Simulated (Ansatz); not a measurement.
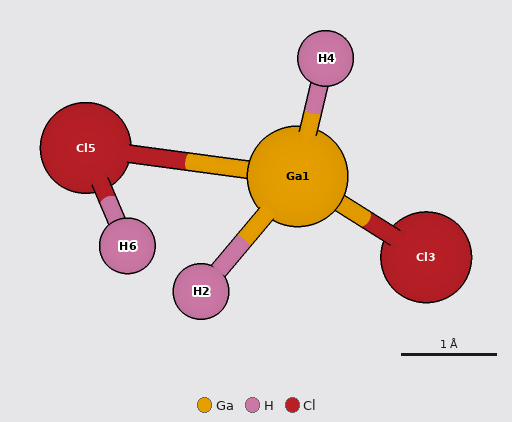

**Figure 1.** The structure as given in the input (ball-and-stick view, seen at a tilt; atoms are numbered from 1 in the order of the input). Sticks mark near contacts. Bond lengths as drawn: Cl–Ga 2.16 to 2.51 Å, Cl–H 1.52 Å and Ga–H 1.56 to 1.70 Å.

# Run report: GaH3Cl2, molecular dynamics (part 1 of 4)

- system: GaH3Cl2
- method: RKS PBE-D4/def2-SVP (Ansatz 0.2.0)

It belongs to a series of runs on one base structure; here: dynamics from the highest image of the converged band. Figures and captions count atoms from 1; the log counts them from 0 in places.

Log
```
Engine: ansatz 0.2.0, aarch64-unknown-linux-gnu
Functional definition: PBE
  parameter kappa = 0.804
  parameter beta = 0.06672455060314922
  exchange = pbe_x(kappa = kappa, mu = beta*pi^2/3)
  correlation = pbe_c(beta = beta)
919 factors; their error is unknown
mean field evaluation 1: about -77438.6975 eV, gradient 3.2e1 eV
mean field evaluation 2: about -77437.1954 eV, gradient 4.8e1 eV
mean field evaluation 4: about -77440.1977 eV, gradient 1.8e0 eV
mean field evaluation 8: about -77440.2092 eV, gradient 3.5e-2 eV
mean field evaluation 16: about -77440.1614 eV, gradient 4.4e-5 eV
mean field -77440.16144280 eV, -2845.8734421964 hartree, gradient 4.4e-5 eV, S^2 0.000000; 0 other end points of the search recorded, 0 dependent functions left out
the calculation of the forces begins
reference -77440.16147827 eV, -2845.8734434996 hartree; 34, 34 occupied and 49, 49 virtual orbitals, 919 factors
md step     0: t =     0.00 fs  T =   100.0 K  F+E_penalty+E_count = -77440.30321527 eV  E_kin = 0.051704 eV  conserved = -77440.25151127 eV  (24 SCF iters)
these checks for a lower state are left out or cut short: starts, cluster_reference, orbital_swaps, neighbouring_geometries, increment
919 factors; their error is unknown
mean field -77440.16072683 eV, -2845.8734158849 hartree, gradient 2.5e-5 eV, S^2 0.000000; 0 other end points of the search recorded, 0 dependent functions left out
the calculation of the forces begins
reference -77440.16076230 eV, -2845.8734171884 hartree; 34, 34 occupied and 49, 49 virtual orbitals, 919 factors
md step     1: t =     0.50 fs  T =    98.7 K  F+E_penalty+E_count = -77440.30253635 eV  E_kin = 0.051026 eV  conserved = -77440.25150988 eV  (27 SCF iters)
[... from here on the SCF iterations and repeated set-up lines of each step are left out, up to the last step ...]
md step     2: t =     1.00 fs  T =    94.9 K  F+E_penalty+E_count = -77440.30056555 eV  E_kin = 0.049067 eV  conserved = -77440.25149842 eV  (27 SCF iters)
md step     3: t =     1.50 fs  T =    89.0 K  F+E_penalty+E_count = -77440.29749887 eV  E_kin = 0.046021 eV  conserved = -77440.25147822 eV  (27 SCF iters)
md step     4: t =     2.00 fs  T =    81.7 K  F+E_penalty+E_count = -77440.29367060 eV  E_kin = 0.042219 eV  conserved = -77440.25145167 eV  (29 SCF iters)
md step     5: t =     2.50 fs  T =    73.7 K  F+E_penalty+E_count = -77440.28951484 eV  E_kin = 0.038092 eV  conserved = -77440.25142234 eV  (28 SCF iters)
md step     6: t =     3.00 fs  T =    66.0 K  F+E_penalty+E_count = -77440.28550888 eV  E_kin = 0.034114 eV  conserved = -77440.25139482 eV  (29 SCF iters)
md step     7: t =     3.50 fs  T =    59.4 K  F+E_penalty+E_count = -77440.28210489 eV  E_kin = 0.030732 eV  conserved = -77440.25137252 eV  (29 SCF iters)
md step     8: t =     4.00 fs  T =    54.8 K  F+E_penalty+E_count = -77440.27966701 eV  E_kin = 0.028308 eV  conserved = -77440.25135905 eV  (28 SCF iters)
md step     9: t =     4.50 fs  T =    52.3 K  F+E_penalty+E_count = -77440.27841918 eV  E_kin = 0.027063 eV  conserved = -77440.25135634 eV  (27 SCF iters)
md step    10: t =     5.00 fs  T =    52.3 K  F+E_penalty+E_count = -77440.27841743 eV  E_kin = 0.027054 eV  conserved = -77440.25136377 eV  (27 SCF iters)
md step    11: t =     5.50 fs  T =    54.5 K  F+E_penalty+E_count = -77440.27955278 eV  E_kin = 0.028173 eV  conserved = -77440.25137942 eV  (27 SCF iters)
md step    12: t =     6.00 fs  T =    58.4 K  F+E_penalty+E_count = -77440.28158001 eV  E_kin = 0.030179 eV  conserved = -77440.25140078 eV  (28 SCF iters)
md step    13: t =     6.50 fs  T =    63.3 K  F+E_penalty+E_count = -77440.28416413 eV  E_kin = 0.032740 eV  conserved = -77440.25142393 eV  (28 SCF iters)
md step    14: t =     7.00 fs  T =    68.6 K  F+E_penalty+E_count = -77440.28693857 eV  E_kin = 0.035493 eV  conserved = -77440.25144555 eV  (28 SCF iters)
md step    15: t =     7.50 fs  T =    73.7 K  F+E_penalty+E_count = -77440.28955929 eV  E_kin = 0.038097 eV  conserved = -77440.25146252 eV  (28 SCF iters)
md step    16: t =     8.00 fs  T =    77.9 K  F+E_penalty+E_count = -77440.29175032 eV  E_kin = 0.040277 eV  conserved = -77440.25147307 eV  (28 SCF iters)
md step    17: t =     8.50 fs  T =    81.0 K  F+E_penalty+E_count = -77440.29333399 eV  E_kin = 0.041857 eV  conserved = -77440.25147692 eV  (24 SCF iters)
md step    18: t =     9.00 fs  T =    82.7 K  F+E_penalty+E_count = -77440.29424357 eV  E_kin = 0.042770 eV  conserved = -77440.25147371 eV  (28 SCF iters)
md step    19: t =     9.50 fs  T =    83.3 K  F+E_penalty+E_count = -77440.29452456 eV  E_kin = 0.043060 eV  conserved = -77440.25146420 eV  (28 SCF iters)
md step    20: t =    10.00 fs  T =    82.9 K  F+E_penalty+E_count = -77440.29432225 eV  E_kin = 0.042873 eV  conserved = -77440.25144957 eV  (28 SCF iters)
md step    21: t =    10.50 fs  T =    82.1 K  F+E_penalty+E_count = -77440.29386184 eV  E_kin = 0.042430 eV  conserved = -77440.25143203 eV  (28 SCF iters)
md step    22: t =    11.00 fs  T =    81.2 K  F+E_penalty+E_count = -77440.29341992 eV  E_kin = 0.042007 eV  conserved = -77440.25141308 eV  (28 SCF iters)
md step    23: t =    11.50 fs  T =    81.0 K  F+E_penalty+E_count = -77440.29329493 eV  E_kin = 0.041900 eV  conserved = -77440.25139493 eV  (28 SCF iters)
md step    24: t =    12.00 fs  T =    82.0 K  F+E_penalty+E_count = -77440.29377341 eV  E_kin = 0.042394 eV  conserved = -77440.25137954 eV  (28 SCF iters)
md step    25: t =    12.50 fs  T =    84.6 K  F+E_penalty+E_count = -77440.29509668 eV  E_kin = 0.043729 eV  conserved = -77440.25136768 eV  (28 SCF iters)
md step    26: t =    13.00 fs  T =    89.1 K  F+E_penalty+E_count = -77440.29743578 eV  E_kin = 0.046073 eV  conserved = -77440.25136295 eV  (28 SCF iters)
md step    27: t =    13.50 fs  T =    95.7 K  F+E_penalty+E_count = -77440.30086186 eV  E_kin = 0.049497 eV  conserved = -77440.25136500 eV  (28 SCF iters)
md step    28: t =    14.00 fs  T =   104.4 K  F+E_penalty+E_count = -77440.30533713 eV  E_kin = 0.053963 eV  conserved = -77440.25137419 eV  (28 SCF iters)
md step    29: t =    14.50 fs  T =   114.7 K  F+E_penalty+E_count = -77440.31071116 eV  E_kin = 0.059321 eV  conserved = -77440.25138977 eV  (27 SCF iters)
md step    30: t =    15.00 fs  T =   126.3 K  F+E_penalty+E_count = -77440.31673237 eV  E_kin = 0.065322 eV  conserved = -77440.25141025 eV  (27 SCF iters)
md step    31: t =    15.50 fs  T =   138.6 K  F+E_penalty+E_count = -77440.32307211 eV  E_kin = 0.071639 eV  conserved = -77440.25143331 eV  (27 SCF iters)
md step    32: t =    16.00 fs  T =   150.7 K  F+E_penalty+E_count = -77440.32936169 eV  E_kin = 0.077904 eV  conserved = -77440.25145727 eV  (27 SCF iters)
md step    33: t =    16.50 fs  T =   162.0 K  F+E_penalty+E_count = -77440.33523248 eV  E_kin = 0.083755 eV  conserved = -77440.25147720 eV  (27 SCF iters)
md step    34: t =    17.00 fs  T =   171.9 K  F+E_penalty+E_count = -77440.34036969 eV  E_kin = 0.088878 eV  conserved = -77440.25149133 eV  (27 SCF iters)
md step    35: t =    17.50 fs  T =   180.0 K  F+E_penalty+E_count = -77440.34455337 eV  E_kin = 0.093057 eV  conserved = -77440.25149680 eV  (24 SCF iters)
md step    36: t =    18.00 fs  T =   186.1 K  F+E_penalty+E_count = -77440.34769803 eV  E_kin = 0.096205 eV  conserved = -77440.25149278 eV  (27 SCF iters)
md step    37: t =    18.50 fs  T =   190.3 K  F+E_penalty+E_count = -77440.34987227 eV  E_kin = 0.098394 eV  conserved = -77440.25147873 eV  (27 SCF iters)
md step    38: t =    19.00 fs  T =   193.1 K  F+E_penalty+E_count = -77440.35130172 eV  E_kin = 0.099845 eV  conserved = -77440.25145648 eV  (27 SCF iters)
md step    39: t =    19.50 fs  T =   195.2 K  F+E_penalty+E_count = -77440.35234440 eV  E_kin = 0.100916 eV  conserved = -77440.25142844 eV  (27 SCF iters)
md step    40: t =    20.00 fs  T =   197.4 K  F+E_penalty+E_count = -77440.35344567 eV  E_kin = 0.102047 eV  conserved = -77440.25139893 eV  (26 SCF iters)
md step    41: t =    20.50 fs  T =   200.6 K  F+E_penalty+E_count = -77440.35507159 eV  E_kin = 0.103698 eV  conserved = -77440.25137324 eV  (26 SCF iters)
md step    42: t =    21.00 fs  T =   205.5 K  F+E_penalty+E_count = -77440.35763091 eV  E_kin = 0.106275 eV  conserved = -77440.25135565 eV  (26 SCF iters)
md step    43: t =    21.50 fs  T =   212.9 K  F+E_penalty+E_count = -77440.36140224 eV  E_kin = 0.110052 eV  conserved = -77440.25135007 eV  (26 SCF iters)
md step    44: t =    22.00 fs  T =   222.6 K  F+E_penalty+E_count = -77440.36647575 eV  E_kin = 0.115118 eV  conserved = -77440.25135814 eV  (24 SCF iters)
md step    45: t =    22.50 fs  T =   234.7 K  F+E_penalty+E_count = -77440.37272685 eV  E_kin = 0.121348 eV  conserved = -77440.25137925 eV  (24 SCF iters)
md step    46: t =    23.00 fs  T =   248.4 K  F+E_penalty+E_count = -77440.37982832 eV  E_kin = 0.128418 eV  conserved = -77440.25141009 eV  (24 SCF iters)
md step    47: t =    23.50 fs  T =   262.8 K  F+E_penalty+E_count = -77440.38730230 eV  E_kin = 0.135857 eV  conserved = -77440.25144543 eV  (24 SCF iters)
md step    48: t =    24.00 fs  T =   276.8 K  F+E_penalty+E_count = -77440.39460172 eV  E_kin = 0.143123 eV  conserved = -77440.25147887 eV  (24 SCF iters)
md step    49: t =    24.50 fs  T =   289.5 K  F+E_penalty+E_count = -77440.40120689 eV  E_kin = 0.149701 eV  conserved = -77440.25150558 eV  (24 SCF iters)
md step    50: t =    25.00 fs  T =   300.2 K  F+E_penalty+E_count = -77440.40671166 eV  E_kin = 0.155191 eV  conserved = -77440.25152087 eV  (24 SCF iters)
md step    51: t =    25.50 fs  T =   308.2 K  F+E_penalty+E_count = -77440.41089018 eV  E_kin = 0.159367 eV  conserved = -77440.25152294 eV  (24 SCF iters)
md step    52: t =    26.00 fs  T =   313.7 K  F+E_penalty+E_count = -77440.41372475 eV  E_kin = 0.162213 eV  conserved = -77440.25151126 eV  (24 SCF iters)
md step    53: t =    26.50 fs  T =   317.0 K  F+E_penalty+E_count = -77440.41540267 eV  E_kin = 0.163912 eV  conserved = -77440.25149048 eV  (24 SCF iters)
md step    54: t =    27.00 fs  T =   318.7 K  F+E_penalty+E_count = -77440.41626987 eV  E_kin = 0.164806 eV  conserved = -77440.25146349 eV  (24 SCF iters)
md step    55: t =    27.50 fs  T =   319.8 K  F+E_penalty+E_count = -77440.41677235 eV  E_kin = 0.165338 eV  conserved = -77440.25143476 eV  (24 SCF iters)
md step    56: t =    28.00 fs  T =   321.0 K  F+E_penalty+E_count = -77440.41738247 eV  E_kin = 0.165974 eV  conserved = -77440.25140883 eV  (24 SCF iters)
md step    57: t =    28.50 fs  T =   323.3 K  F+E_penalty+E_count = -77440.41852711 eV  E_kin = 0.167138 eV  conserved = -77440.25138936 eV  (24 SCF iters)
md step    58: t =    29.00 fs  T =   327.1 K  F+E_penalty+E_count = -77440.42052912 eV  E_kin = 0.169149 eV  conserved = -77440.25138009 eV  (24 SCF iters)
md step    59: t =    29.50 fs  T =   333.0 K  F+E_penalty+E_count = -77440.42356223 eV  E_kin = 0.172183 eV  conserved = -77440.25137941 eV  (24 SCF iters)
md step    60: t =    30.00 fs  T =   340.9 K  F+E_penalty+E_count = -77440.42764333 eV  E_kin = 0.176256 eV  conserved = -77440.25138759 eV  (24 SCF iters)
md step    61: t =    30.50 fs  T =   350.5 K  F+E_penalty+E_count = -77440.43263948 eV  E_kin = 0.181238 eV  conserved = -77440.25140152 eV  (24 SCF iters)
md step    62: t =    31.00 fs  T =   361.5 K  F+E_penalty+E_count = -77440.43830999 eV  E_kin = 0.186890 eV  conserved = -77440.25142004 eV  (24 SCF iters)
md step    63: t =    31.50 fs  T =   373.1 K  F+E_penalty+E_count = -77440.44435401 eV  E_kin = 0.192916 eV  conserved = -77440.25143825 eV  (24 SCF iters, 3 dispersion substeps)
md step    64: t =    32.00 fs  T =   384.9 K  F+E_penalty+E_count = -77440.45047286 eV  E_kin = 0.199020 eV  conserved = -77440.25145329 eV  (24 SCF iters, 3 dispersion substeps)
md step    65: t =    32.50 fs  T =   396.4 K  F+E_penalty+E_count = -77440.45641449 eV  E_kin = 0.204950 eV  conserved = -77440.25146424 eV  (24 SCF iters, 3 dispersion substeps)
md step    66: t =    33.00 fs  T =   407.2 K  F+E_penalty+E_count = -77440.46199224 eV  E_kin = 0.210521 eV  conserved = -77440.25147129 eV  (24 SCF iters, 3 dispersion substeps)
md step    67: t =    33.50 fs  T =   417.0 K  F+E_penalty+E_count = -77440.46707671 eV  E_kin = 0.215600 eV  conserved = -77440.25147689 eV  (24 SCF iters, 3 dispersion substeps)
md step    68: t =    34.00 fs  T =   425.7 K  F+E_penalty+E_count = -77440.47156381 eV  E_kin = 0.220080 eV  conserved = -77440.25148346 eV  (24 SCF iters, 3 dispersion substeps)
md step    69: t =    34.50 fs  T =   432.9 K  F+E_penalty+E_count = -77440.47534213 eV  E_kin = 0.223851 eV  conserved = -77440.25149156 eV  (24 SCF iters, 3 dispersion substeps)
md step    70: t =    35.00 fs  T =   438.6 K  F+E_penalty+E_count = -77440.47828230 eV  E_kin = 0.226782 eV  conserved = -77440.25149985 eV  (24 SCF iters, 3 dispersion substeps)
md step    71: t =    35.50 fs  T =   442.4 K  F+E_penalty+E_count = -77440.48025903 eV  E_kin = 0.228754 eV  conserved = -77440.25150517 eV  (24 SCF iters, 3 dispersion substeps)
md step    72: t =    36.00 fs  T =   444.3 K  F+E_penalty+E_count = -77440.48120214 eV  E_kin = 0.229698 eV  conserved = -77440.25150386 eV  (24 SCF iters, 3 dispersion substeps)
md step    73: t =    36.50 fs  T =   444.2 K  F+E_penalty+E_count = -77440.48115460 eV  E_kin = 0.229662 eV  conserved = -77440.25149286 eV  (24 SCF iters, 3 dispersion substeps)
md step    74: t =    37.00 fs  T =   442.6 K  F+E_penalty+E_count = -77440.48031293 eV  E_kin = 0.228841 eV  conserved = -77440.25147242 eV  (24 SCF iters, 3 dispersion substeps)
md step    75: t =    37.50 fs  T =   440.2 K  F+E_penalty+E_count = -77440.47902454 eV  E_kin = 0.227579 eV  conserved = -77440.25144545 eV  (24 SCF iters, 3 dispersion substeps)
md step    76: t =    38.00 fs  T =   437.7 K  F+E_penalty+E_count = -77440.47774096 eV  E_kin = 0.226324 eV  conserved = -77440.25141709 eV  (24 SCF iters, 3 dispersion substeps)
md step    77: t =    38.50 fs  T =   436.2 K  F+E_penalty+E_count = -77440.47693669 eV  E_kin = 0.225544 eV  conserved = -77440.25139316 eV  (24 SCF iters, 3 dispersion substeps)
md step    78: t =    39.00 fs  T =   436.4 K  F+E_penalty+E_count = -77440.47701645 eV  E_kin = 0.225638 eV  conserved = -77440.25137862 eV  (24 SCF iters, 3 dispersion substeps)
md step    79: t =    39.50 fs  T =   438.8 K  F+E_penalty+E_count = -77440.47823443 eV  E_kin = 0.226858 eV  conserved = -77440.25137658 eV  (24 SCF iters, 3 dispersion substeps)
md step    80: t =    40.00 fs  T =   443.4 K  F+E_penalty+E_count = -77440.48064290 eV  E_kin = 0.229255 eV  conserved = -77440.25138764 eV  (24 SCF iters, 3 dispersion substeps)
md step    81: t =    40.50 fs  T =   450.0 K  F+E_penalty+E_count = -77440.48407918 eV  E_kin = 0.232669 eV  conserved = -77440.25141002 eV  (24 SCF iters, 3 dispersion substeps)
md step    82: t =    41.00 fs  T =   457.9 K  F+E_penalty+E_count = -77440.48819098 eV  E_kin = 0.236751 eV  conserved = -77440.25144010 eV  (24 SCF iters, 3 dispersion substeps)
md step    83: t =    41.50 fs  T =   466.2 K  F+E_penalty+E_count = -77440.49249369 eV  E_kin = 0.241021 eV  conserved = -77440.25147292 eV  (24 SCF iters, 3 dispersion substeps)
md step    84: t =    42.00 fs  T =   473.8 K  F+E_penalty+E_count = -77440.49645093 eV  E_kin = 0.244948 eV  conserved = -77440.25150286 eV  (24 SCF iters, 3 dispersion substeps)
md step    85: t =    42.50 fs  T =   479.7 K  F+E_penalty+E_count = -77440.49956605 eV  E_kin = 0.248042 eV  conserved = -77440.25152411 eV  (24 SCF iters, 3 dispersion substeps)
md step    86: t =    43.00 fs  T =   483.4 K  F+E_penalty+E_count = -77440.50147247 eV  E_kin = 0.249940 eV  conserved = -77440.25153242 eV  (24 SCF iters, 3 dispersion substeps)
md step    87: t =    43.50 fs  T =   484.4 K  F+E_penalty+E_count = -77440.50200429 eV  E_kin = 0.250479 eV  conserved = -77440.25152562 eV  (24 SCF iters, 3 dispersion substeps)
md step    88: t =    44.00 fs  T =   483.0 K  F+E_penalty+E_count = -77440.50123247 eV  E_kin = 0.249728 eV  conserved = -77440.25150459 eV  (24 SCF iters, 3 dispersion substeps)
md step    89: t =    44.50 fs  T =   479.6 K  F+E_penalty+E_count = -77440.49945278 eV  E_kin = 0.247979 eV  conserved = -77440.25147350 eV  (24 SCF iters, 3 dispersion substeps)
md step    90: t =    45.00 fs  T =   475.2 K  F+E_penalty+E_count = -77440.49712237 eV  E_kin = 0.245683 eV  conserved = -77440.25143888 eV  (24 SCF iters, 3 dispersion substeps)
md step    91: t =    45.50 fs  T =   470.7 K  F+E_penalty+E_count = -77440.49475759 eV  E_kin = 0.243349 eV  conserved = -77440.25140853 eV  (24 SCF iters, 3 dispersion substeps)
md step    92: t =    46.00 fs  T =   466.9 K  F+E_penalty+E_count = -77440.49281771 eV  E_kin = 0.241429 eV  conserved = -77440.25138875 eV  (23 SCF iters, 3 dispersion substeps)
md step    93: t =    46.50 fs  T =   464.6 K  F+E_penalty+E_count = -77440.49161079 eV  E_kin = 0.240227 eV  conserved = -77440.25138371 eV  (23 SCF iters, 3 dispersion substeps)
md step    94: t =    47.00 fs  T =   463.9 K  F+E_penalty+E_count = -77440.49124141 eV  E_kin = 0.239851 eV  conserved = -77440.25139014 eV  (23 SCF iters, 3 dispersion substeps)
md step    95: t =    47.50 fs  T =   464.6 K  F+E_penalty+E_count = -77440.49162681 eV  E_kin = 0.240222 eV  conserved = -77440.25140433 eV  (23 SCF iters, 3 dispersion substeps)
md step    96: t =    48.00 fs  T =   466.4 K  F+E_penalty+E_count = -77440.49255265 eV  E_kin = 0.241129 eV  conserved = -77440.25142351 eV  (25 SCF iters, 3 dispersion substeps)
md step    97: t =    48.50 fs  T =   468.6 K  F+E_penalty+E_count = -77440.49374426 eV  E_kin = 0.242302 eV  conserved = -77440.25144198 eV  (24 SCF iters, 3 dispersion substeps)
md step    98: t =    49.00 fs  T =   470.9 K  F+E_penalty+E_count = -77440.49494095 eV  E_kin = 0.243484 eV  conserved = -77440.25145674 eV  (24 SCF iters, 3 dispersion substeps)
md step    99: t =    49.50 fs  T =   472.8 K  F+E_penalty+E_count = -77440.49593972 eV  E_kin = 0.244473 eV  conserved = -77440.25146685 eV  (24 SCF iters, 3 dispersion substeps)
md step   100: t =    50.00 fs  T =   474.1 K  F+E_penalty+E_count = -77440.49660985 eV  E_kin = 0.245137 eV  conserved = -77440.25147268 eV  (24 SCF iters, 3 dispersion substeps)
md step   101: t =    50.50 fs  T =   474.6 K  F+E_penalty+E_count = -77440.49688461 eV  E_kin = 0.245409 eV  conserved = -77440.25147550 eV  (24 SCF iters, 3 dispersion substeps)
md step   102: t =    51.00 fs  T =   474.4 K  F+E_penalty+E_count = -77440.49674091 eV  E_kin = 0.245264 eV  conserved = -77440.25147664 eV  (24 SCF iters, 3 dispersion substeps)
md step   103: t =    51.50 fs  T =   473.3 K  F+E_penalty+E_count = -77440.49617755 eV  E_kin = 0.244701 eV  conserved = -77440.25147653 eV  (24 SCF iters, 3 dispersion substeps)
md step   104: t =    52.00 fs  T =   471.4 K  F+E_penalty+E_count = -77440.49520140 eV  E_kin = 0.243725 eV  conserved = -77440.25147592 eV  (24 SCF iters, 3 dispersion substeps)
md step   105: t =    52.50 fs  T =   468.7 K  F+E_penalty+E_count = -77440.49381966 eV  E_kin = 0.242345 eV  conserved = -77440.25147451 eV  (24 SCF iters, 3 dispersion substeps)
md step   106: t =    53.00 fs  T =   465.3 K  F+E_penalty+E_count = -77440.49204285 eV  E_kin = 0.240571 eV  conserved = -77440.25147185 eV  (24 SCF iters, 3 dispersion substeps)
md step   107: t =    53.50 fs  T =   461.1 K  F+E_penalty+E_count = -77440.48989357 eV  E_kin = 0.238426 eV  conserved = -77440.25146709 eV  (24 SCF iters, 3 dispersion substeps)
md step   108: t =    54.00 fs  T =   456.4 K  F+E_penalty+E_count = -77440.48742087 eV  E_kin = 0.235961 eV  conserved = -77440.25145949 eV  (24 SCF iters, 3 dispersion substeps)
md step   109: t =    54.50 fs  T =   451.2 K  F+E_penalty+E_count = -77440.48471539 eV  E_kin = 0.233267 eV  conserved = -77440.25144837 eV  (24 SCF iters, 3 dispersion substeps)
md step   110: t =    55.00 fs  T =   445.8 K  F+E_penalty+E_count = -77440.48192147 eV  E_kin = 0.230488 eV  conserved = -77440.25143386 eV  (24 SCF iters, 3 dispersion substeps)
```
